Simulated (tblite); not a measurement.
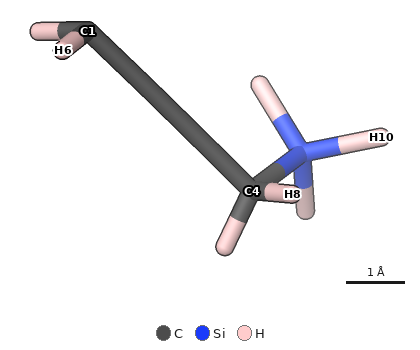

**Figure 1.** The input geometry (stick view, seen at a tilt; atoms are numbered from 1 in the order of the input). Bond lengths as drawn: C–C 1.19 to 1.50 Å, C–H 1.11 to 1.12 Å, C–Si 1.87 Å and H–Si 1.47 Å.

Run report: C4H7Si, geometry relaxation (part 1 of 2)

C4H7Si, multiplicity 2, SMILES [CH2]C#CC[SiH3], computed with GFN2-xTB geometry optimisation, gas phase (tblite 0.8.0).

It belongs to a series of runs on one base structure; here: X = H replaced by CH2SiH3.

Output:
```
step      E/eV     max force
  0    -372.55159    5.131
  1    -372.70398    6.947
  2    -373.11042    2.101
  3    -373.24441    1.925
  4    -373.32046    1.371
  5    -373.40123    0.904
  6    -373.42438    0.474
  7    -373.43956    0.492
  8    -373.45166    0.453
  9    -373.46554    0.414
 10    -373.47663    0.290
 11    -373.48574    0.259
 12    -373.49084    0.184
 13    -373.49363    0.136
 14    -373.49547    0.116
 15    -373.49697    0.113
 16    -373.49839    0.119
 17    -373.49989    0.126
 18    -373.50162    0.124
 19    -373.50322    0.139
 20    -373.50426    0.085
 21    -373.50487    0.059
 22    -373.50535    0.064
 23    -373.50591    0.088
 24    -373.50647    0.080
 25    -373.50689    0.059
 26    -373.50726    0.055
 27    -373.50779    0.074
 28    -373.50857    0.112
 29    -373.50936    0.100
 30    -373.50992    0.059
 31    -373.51033    0.065
 32    -373.51087    0.079
 33    -373.51201    0.144
 34    -373.51405    0.190
 35    -373.51672    0.170
 36    -373.51885    0.105
 37    -373.52028    0.091
 38    -373.52127    0.124
 39    -373.52241    0.238
 40    -373.52502    0.194
 41    -373.52786    0.285
 42    -373.52979    0.226
 43    -373.53081    0.129
 44    -373.53185    0.086
 45    -373.53303    0.136
 46    -373.53478    0.144
 47    -373.53747    0.159
 48    -373.53930    0.145
 49    -373.54072    0.137
 50    -373.54076    0.254
 51    -373.54309    0.107
 52    -373.54421    0.117
 53    -373.54610    0.097
 54    -373.54678    0.099
 55    -373.54869    0.073
 56    -373.54959    0.160
 57    -373.55012    0.077
 58    -373.55052    0.094
 59    -373.55095    0.057
 60    -373.55135    0.050
 61    -373.55230    0.090
 62    -373.55308    0.103
 63    -373.55384    0.073
 64    -373.55441    0.059
 65    -373.55494    0.053
 66    -373.55541    0.053
 67    -373.55576    0.043
 68    -373.55599    0.032
 69    -373.55620    0.068
 70    -373.55645    0.050
 71    -373.55671    0.036
 72    -373.55712    0.042
 73    -373.55738    0.055
 74    -373.55805    0.083
 75    -373.55889    0.101
 76    -373.56005    0.095
 77    -373.56109    0.076
 78    -373.56190    0.077
 79    -373.56274    0.108
 80    -373.56424    0.144
 81    -373.56648    0.146
 82    -373.56903    0.143
 83    -373.57111    0.168
 84    -373.57417    0.156
 85    -373.57689    0.144
 86    -373.58062    0.154
 87    -373.58389    0.130
 88    -373.58173    0.286
 89    -373.58668    0.162
 90    -373.58772    0.101
 91    -373.58859    0.093
 92    -373.58993    0.105
 93    -373.59168    0.130
 94    -373.59344    0.099
 95    -373.59409    0.118
 96    -373.59445    0.121
 97    -373.59486    0.063
 98    -373.59520    0.071
 99    -373.59552    0.041
100    -373.59573    0.045
101    -373.59599    0.038
102    -373.59616    0.028
103    -373.59637    0.039
104    -373.59651    0.034
105    -373.59662    0.037
106    -373.59672    0.034
107    -373.59685    0.031
108    -373.59697    0.033
109    -373.59705    0.026
110    -373.59713    0.023
111    -373.59723    0.036
112    -373.59735    0.040
113    -373.59741    0.031
114    -373.59745    0.019
115    -373.59747    0.012
116    -373.59748    0.010
117    -373.59751    0.016
118    -373.59754    0.023
119    -373.59758    0.023
120    -373.59759    0.017
121    -373.59761    0.014
122    -373.59762    0.013
123    -373.59766    0.020
124    -373.59774    0.030
125    -373.59786    0.029
126    -373.59796    0.022
127    -373.59801    0.018
128    -373.59804    0.014
129    -373.59806    0.015
130    -373.59809    0.016
131    -373.59813    0.014
132    -373.59816    0.012
133    -373.59818    0.006
```

Trajectory as extended XYZ (Å, eV, eV/Å), 18 of the 134 frames kept, from step=0 to step=133:
```
12
Properties=species:S:1:pos:R:3:forces:R:3 step=0 energy=-372.55159
C     2.9332   -0.1421    0.8739   -1.8930   1.0950  -3.8340
C     1.5686    0.1640    0.3383    4.5510  -1.1720   2.0590
C     0.4824    0.3999   -0.1002   -2.4900   0.6610  -1.2090
C    -0.8587    0.7076   -0.6510    1.5030   0.7340   0.2530
Si   -2.0487   -0.5758    0.0203   -0.8130  -0.5560   0.3790
H     3.6152    0.6888    0.5533   -0.5910  -0.4150   1.1660
H     3.3536   -1.0449    0.3771   -0.5840   0.1890   1.0470
H    -1.1142    1.7230   -0.2600    0.1070  -0.5830  -0.6150
H    -0.8463    0.7001   -1.7614    0.1650   0.1970   0.6960
H    -2.9761    0.1374    0.9164    0.0970  -0.1500   0.0220
H    -1.2367   -1.5825    0.7099   -0.2060  -0.0310  -0.0030
H    -2.8712   -1.1762   -1.0427    0.1550   0.0310   0.0390
12
Properties=species:S:1:pos:R:3:forces:R:3 step=8 energy=-373.45166
C     2.9258   -0.0899    0.5213   -0.1520  -0.0210   0.1280
C     1.6129    0.1492    0.2962    0.0220   0.1110  -0.4390
C     0.4955    0.4332   -0.1167    0.0140  -0.0070   0.0520
C    -0.8300    0.7090   -0.6072    0.3440   0.0540   0.0230
Si   -2.0768   -0.5894    0.0429   -0.0300  -0.0130   0.0650
H     3.5954    0.7291    0.7210    0.0350  -0.1260   0.0730
H     3.2932   -1.1018    0.5075    0.0870   0.0960   0.0460
H    -1.1037    1.7207   -0.3090   -0.1150   0.0910   0.0390
H    -0.7928    0.7062   -1.6989   -0.0590  -0.0760  -0.0700
H    -2.9824    0.1184    0.9460   -0.0490  -0.0500   0.0870
H    -1.2853   -1.6113    0.7232   -0.1130  -0.0700   0.0410
H    -2.8506   -1.1739   -1.0523    0.0170   0.0100  -0.0440
12
Properties=species:S:1:pos:R:3:forces:R:3 step=16 energy=-373.49839
C     2.9323   -0.0898    0.5250    0.0070   0.0070   0.0000
C     1.6576    0.1742    0.1647    0.0090   0.0110   0.0600
C     0.5064    0.4596   -0.1341    0.0100  -0.0130  -0.0740
C    -0.8260    0.7152   -0.6034    0.1050   0.0410  -0.0380
Si   -2.0784   -0.5814    0.0580   -0.0160  -0.0390   0.0400
H     3.6058    0.7064    0.7846    0.0180   0.0180   0.0450
H     3.3061   -1.0976    0.5354   -0.0020  -0.0150  -0.0260
H    -1.1233    1.7266   -0.3211   -0.0280   0.0460   0.0500
H    -0.8102    0.6888   -1.6959   -0.0610  -0.0490  -0.0840
H    -2.9948    0.0900    0.9782   -0.0260   0.0140   0.0340
H    -1.3441   -1.6399    0.7419    0.0060  -0.0460   0.0390
H    -2.8302   -1.1527   -1.0593   -0.0220   0.0260  -0.0450
12
Properties=species:S:1:pos:R:3:forces:R:3 step=23 energy=-373.50591
C     2.9386   -0.0844    0.5309   -0.0110   0.0070   0.0060
C     1.6659    0.1888    0.1674   -0.0050   0.0080  -0.0240
C     0.5259    0.4638   -0.1829    0.0050  -0.0350   0.0090
C    -0.8196    0.7125   -0.6151    0.0100  -0.0230   0.0060
Si   -2.0718   -0.5817    0.0692   -0.0580  -0.0570   0.0340
H     3.6125    0.7001    0.8254   -0.0170   0.0090   0.0390
H     3.3081   -1.0947    0.5227   -0.0100   0.0060  -0.0260
H    -1.1212    1.7206   -0.3207    0.0230   0.0260   0.0000
H    -0.8498    0.6739   -1.7081    0.0000   0.0060  -0.0300
H    -2.9976    0.0829    0.9929    0.0520  -0.0020  -0.0260
H    -1.3623   -1.6588    0.7591   -0.0060   0.0340  -0.0270
H    -2.8274   -1.1237   -1.0667    0.0160   0.0190   0.0400
12
Properties=species:S:1:pos:R:3:forces:R:3 step=31 energy=-373.51033
C     2.9339   -0.0735    0.5408    0.0030  -0.0120  -0.0150
C     1.6705    0.2031    0.1528   -0.0120  -0.0150   0.0180
C     0.5255    0.4299   -0.2124    0.0120   0.0440  -0.0190
C    -0.8194    0.6990   -0.6284    0.0070   0.0030  -0.0070
Si   -2.0706   -0.5846    0.0779   -0.0270  -0.0030   0.0030
H     3.5894    0.7009    0.8982   -0.0240  -0.0310   0.0260
H     3.3048   -1.0813    0.4806    0.0630   0.0150  -0.0030
H    -1.0910    1.7132   -0.3250   -0.0310   0.0070   0.0060
H    -0.8734    0.6665   -1.7206    0.0240  -0.0130  -0.0220
H    -2.9716    0.0996    1.0082    0.0180  -0.0070   0.0060
H    -1.3588   -1.6656    0.7584   -0.0160   0.0290  -0.0270
H    -2.8381   -1.1079   -1.0564   -0.0150  -0.0190   0.0350
12
Properties=species:S:1:pos:R:3:forces:R:3 step=39 energy=-373.52241
C     2.9177   -0.0728    0.5706    0.0400  -0.0650  -0.0870
C     1.6690    0.1841    0.1308   -0.0260  -0.0270   0.0330
C     0.5381    0.4063   -0.2804   -0.0260   0.0380   0.0120
C    -0.8077    0.6806   -0.6814   -0.1840   0.0150  -0.0030
Si   -2.0765   -0.5701    0.0855    0.1890   0.1210  -0.0800
H     3.4690    0.6527    1.1350    0.0140   0.0980   0.1000
H     3.4065   -1.0004    0.3357    0.0040  -0.0500  -0.0340
H    -1.0735    1.6949   -0.3607    0.0180  -0.0640  -0.1040
H    -0.8913    0.6400   -1.7737    0.0340   0.0000   0.0890
H    -2.8798    0.1500    1.0663   -0.0720   0.0440   0.0670
H    -1.3464   -1.6542    0.7186    0.0770  -0.1330   0.0890
H    -2.9239   -1.1118   -0.9724   -0.0660   0.0240  -0.0810
12
Properties=species:S:1:pos:R:3:forces:R:3 step=47 energy=-373.53747
C     2.9117   -0.0716    0.5680    0.0410  -0.0500   0.0280
C     1.6630    0.1603    0.1099    0.0090   0.0090   0.0230
C     0.5402    0.4224   -0.3025    0.0110  -0.0130   0.0360
C    -0.8080    0.6719   -0.7152   -0.0390  -0.0150  -0.0060
Si   -2.0539   -0.5685    0.1059    0.0780   0.1340  -0.0340
H     3.3430    0.5757    1.3142   -0.0040  -0.0550  -0.0500
H     3.4909   -0.9150    0.2257   -0.0790   0.1130   0.0030
H    -1.0817    1.6953   -0.4387   -0.0180  -0.0580  -0.0270
H    -0.8798    0.5952   -1.8045   -0.0120  -0.0470   0.0400
H    -2.8154    0.1717    1.1112    0.0050   0.0050   0.0620
H    -1.3301   -1.6797    0.7143    0.0180  -0.0090  -0.0080
H    -2.9788   -1.0585   -0.9143   -0.0090  -0.0120  -0.0680
12
Properties=species:S:1:pos:R:3:forces:R:3 step=55 energy=-373.54869
C     2.8879   -0.0809    0.5945   -0.0130   0.0570  -0.0160
C     1.6482    0.1559    0.1186    0.0000   0.0320   0.0160
C     0.5319    0.4325   -0.2998   -0.0210   0.0090  -0.0180
C    -0.8068    0.6525   -0.7535   -0.0080  -0.0050   0.0080
Si   -2.0385   -0.5425    0.1262   -0.0170  -0.0060   0.0310
H     3.2326    0.4391    1.4703    0.0590  -0.0410   0.0130
H     3.5528   -0.7618    0.0957    0.0090  -0.0180   0.0240
H    -1.1063    1.6817   -0.5404    0.0220   0.0080  -0.0520
H    -0.8643    0.4952   -1.8335    0.0240   0.0260   0.0050
H    -2.7214    0.1891    1.1933    0.0040   0.0070   0.0180
H    -1.3094   -1.6779    0.6795    0.0060  -0.0470  -0.0060
H    -3.0055   -0.9836   -0.8770   -0.0660  -0.0220  -0.0210
12
Properties=species:S:1:pos:R:3:forces:R:3 step=63 energy=-373.55384
C     2.8881   -0.0664    0.6019    0.0380   0.0260   0.0390
C     1.6458    0.1896    0.1395   -0.0150  -0.0240  -0.0110
C     0.5276    0.4379   -0.2942    0.0220   0.0050  -0.0150
C    -0.8086    0.6436   -0.7687    0.0250   0.0140   0.0010
Si   -2.0442   -0.5409    0.1279    0.0070   0.0100   0.0070
H     3.2386    0.3794    1.5182   -0.0260  -0.0160  -0.0600
H     3.5581   -0.7185    0.0670   -0.0640   0.0300   0.0180
H    -1.1056    1.6818   -0.5953   -0.0210  -0.0300   0.0180
H    -0.8509    0.4670   -1.8471    0.0340  -0.0290   0.0260
H    -2.6831    0.1909    1.2244    0.0190  -0.0110  -0.0200
H    -1.3153   -1.6952    0.6495   -0.0160  -0.0040  -0.0250
H    -3.0493   -0.9699   -0.8492   -0.0020   0.0290   0.0210
12
Properties=species:S:1:pos:R:3:forces:R:3 step=70 energy=-373.55645
C     2.8839   -0.0535    0.6103    0.0140  -0.0350  -0.0140
C     1.6407    0.2041    0.1540   -0.0240   0.0130  -0.0030
C     0.5280    0.4623   -0.2874    0.0310  -0.0190   0.0340
C    -0.8042    0.6339   -0.7818    0.0100  -0.0140   0.0000
Si   -2.0381   -0.5369    0.1326   -0.0090   0.0110   0.0070
H     3.2174    0.3176    1.5626   -0.0010   0.0260  -0.0120
H     3.5585   -0.6608    0.0316   -0.0020   0.0160   0.0330
H    -1.1235    1.6708   -0.6485   -0.0150  -0.0160   0.0010
H    -0.8153    0.4144   -1.8520   -0.0330   0.0030  -0.0210
H    -2.6354    0.1893    1.2546    0.0310   0.0040   0.0050
H    -1.3240   -1.7173    0.6118    0.0010  -0.0110  -0.0180
H    -3.0867   -0.9247   -0.8138   -0.0040   0.0220  -0.0120
```
